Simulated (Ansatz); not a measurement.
**C2H5GaO (SMILES C[CH2][Ga+][O-]): density, localisation and related maps**

Input

```
crystal:
  periodic: [false, false, false]
  atoms:
    - symbol: C
      position_ang: [-1.934901, 0.945207, 0.741084]
    - symbol: C
      position_ang: [-1.317216, 1.892017, -0.284290]
    - symbol: Ga
      position_ang: [0.202592, 2.908902, 0.370776]
    - symbol: O
      position_ang: [1.489855, 3.768888, 0.928848]
    - symbol: H
      position_ang: [-1.214996, 0.191127, 1.093307]
    - symbol: H
      position_ang: [-2.788044, 0.403291, 0.303288]
    - symbol: H
      position_ang: [-2.308300, 1.481681, 1.626371]
    - symbol: H
      position_ang: [-2.051100, 2.631729, -0.643679]
    - symbol: H
      position_ang: [-0.962775, 1.347000, -1.174374]
basis:
  gaussian:
    orbitals: def2-TZVPD
hamiltonian:
  xc: pbe0
output:
  forces: true
  orbitals: {seedname: orbitals}
```

Run with:

```sh
ansatz run input.yaml --threads 2 --pin off --max-ram 4350MiB --events-out events.jsonl --progress --plain --runs-dir runs
```

Geometry: PBE0-D3(BJ)/def2-SVP.

All numbers below come from Ansatz, isolated molecule in a Gaussian basis; Kohn-Sham density functional theory, functional PBE0.

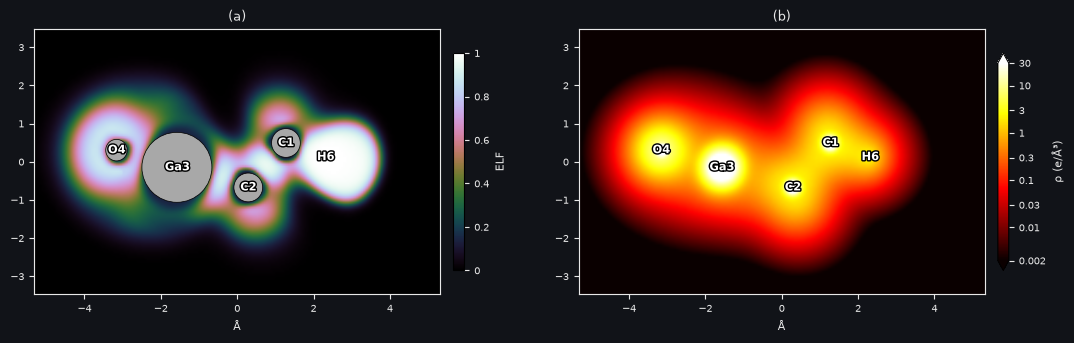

Figure 1. (a) electron localisation function; (b) total electron density on the plane of atoms C2, C1 and H6. Grey discs cover the atomic cores in the ELF map.

### Describe what can be read from this map.

The section cuts through C, Ga, O and H sites. C–C (1.53 Å): ρ at the midpoint is about 1.6 e/Å³; the ELF peaks at about 0.95 between the atoms (a shared electron pair). Ga–O (1.65 Å): ρ at the midpoint is about 1.3 e/Å³; the ELF peaks at about 0.75 in the valence shell of O, 0.5 Å from its nucleus, and is about 0.25 at the midpoint. C–Ga (1.94 Å): the density is about 0.83 e/Å³ at the midpoint; the ELF peaks at about 0.90 in the valence shell of C, 0.7 Å from its nucleus, and is about 0.60 at the midpoint. C–H (1.10 Å): ρ at the midpoint is about 1.9 e/Å³; the ELF climbs to about 1 towards the hydrogen, as it does in any bond to H: an ordinary covalent bond to hydrogen. The ELF also peaks beside O4, away from the bonds: lone-pair regions.

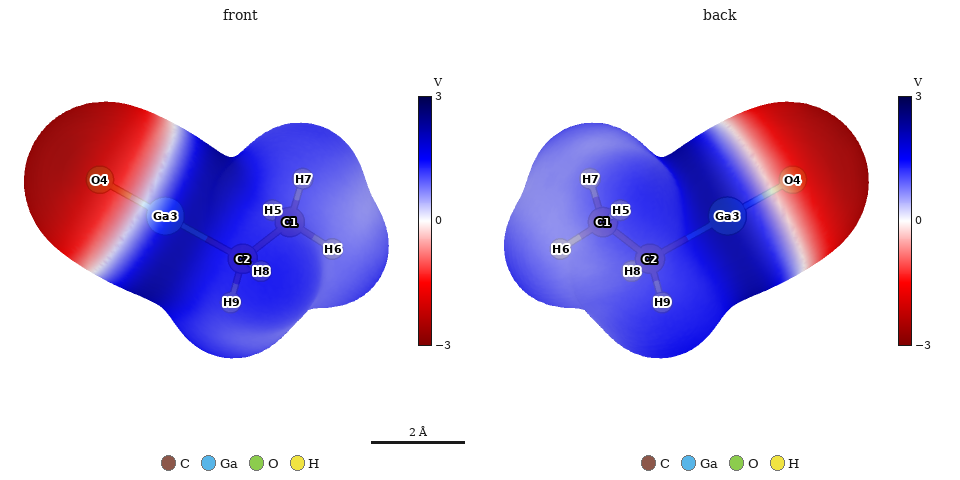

Figure 2. The electrostatic potential painted on the density surface at 0.002 e/bohr³, seen from the front and from behind; red is negative and blue positive.

### Describe the electrostatic potential map.

The most negative region (about −2.6 V, or −60 kcal/mol for a unit charge) lies over O4, the most positive (about +2.3 V, or +53 kcal/mol for a unit charge) over Ga3. O4 is the likeliest acceptor of a hydrogen bond.

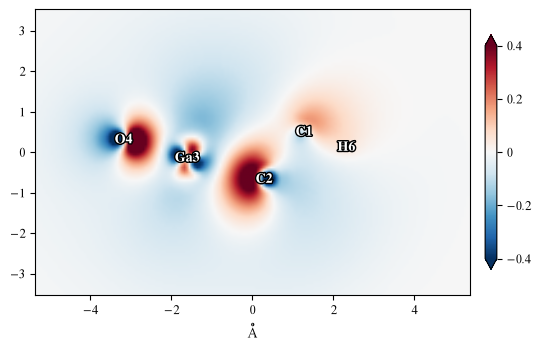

Figure 3. The LUMO on the plane of atoms C1, C2 and Ga3 (values in Å⁻³ᐟ²; the overall sign is arbitrary).

### Where does this orbital lie, and at what energy?

By Hirshfeld shares it lies mainly on Ga3 (about 50 %), C2 (about 15 %) and O4 (about 10 %). Its energy is −1.11 eV.
